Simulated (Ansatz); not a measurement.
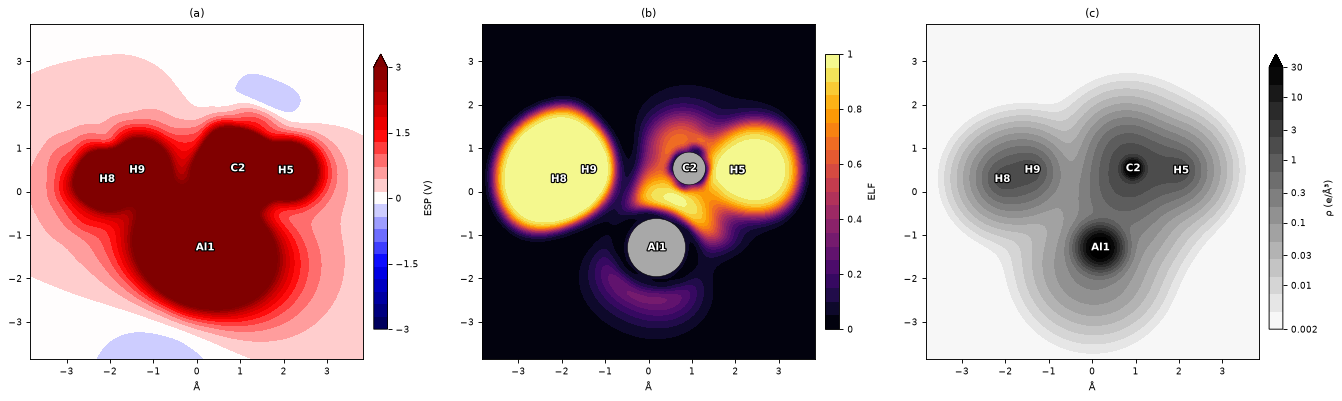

Figure 1: CH5Al···H2. (a) molecular electrostatic potential; (b) ELF; (c) electron density on the plane of atoms Al1, C2 and H5. Grey discs cover the atomic cores in the ELF map.

Not at a stationary point (largest force 1.8 eV/Å).

Method: RKS PBE0/cc-pVDZ in Ansatz.

Input

```
crystal:
  periodic: [false, false, false]
  atoms:
    - { symbol: Al, position_ang: [0.0, 0.0, 0.0] }
    - { symbol: C, position_ang: [0.0, 0.0, 2.32] }
    - { symbol: H, position_ang: [-0.9996, -0.3092, 2.6905] }
    - { symbol: H, position_ang: [0.7676, -0.7111, 2.6905] }
    - { symbol: H, position_ang: [0.232, 1.0203, 2.6905] }
    - { symbol: H, position_ang: [1.351, 0.0, -0.78] }
    - { symbol: H, position_ang: [-1.351, 0.0, -0.78] }
    - { symbol: H, position_ang: [-0.2382, -1.749, 0.5865] }
    - { symbol: H, position_ang: [-0.19, -1.3947, 1.5677] }
basis:
  gaussian: { orbitals: cc-pVDZ }
hamiltonian:
  xc: pbe0
relax:
  f_tol: 0.15
  max_steps: 25
  restrain:
    - { distance: [0, 7], at: 2.76, k: 30.0 }
    - { distance: [8, 1], at: 2.31, k: 30.0 }
    - { distance: [0, 1], at: 1.97, k: 30.0 }
    - { distance: [8, 7], at: 0.66, k: 30.0 }
output:
  orbitals: {}
```

Launched as:

```sh
ansatz run input.yaml --threads 1 --pin off --max-ram 2048MiB --backend cpu --events-out ev --progress --plain --runs-dir out
```

The fields are those of the run's last geometry, not of the input's.

Question: Read the bonding off the picture.

Answer:
- The plane passes through Al, C and H nuclei.
- Al1···H9 (2.38 Å): the density falls to about 0.1 e/Å³ on the way; the ELF climbs to about 1 towards the hydrogen.
- C–Al (1.97 Å): ρ is about 0.67 e/Å³ halfway; the ELF peaks at about 0.95 in the valence shell of C, 0.7 Å from its nucleus, and is about 0.85 at the midpoint.
- H–H (0.72 Å): ρ at the midpoint is about 1.8 e/Å³; the ELF is about 1 at the midpoint: an ordinary covalent bond to hydrogen.
- C–H (1.11 Å): the density is about 1.8 e/Å³ at the midpoint; the ELF climbs to about 1 towards the hydrogen; a covalent bond by its length.
- Outside the dense part of the complex the potential is most negative (−0.4 V) near C2.
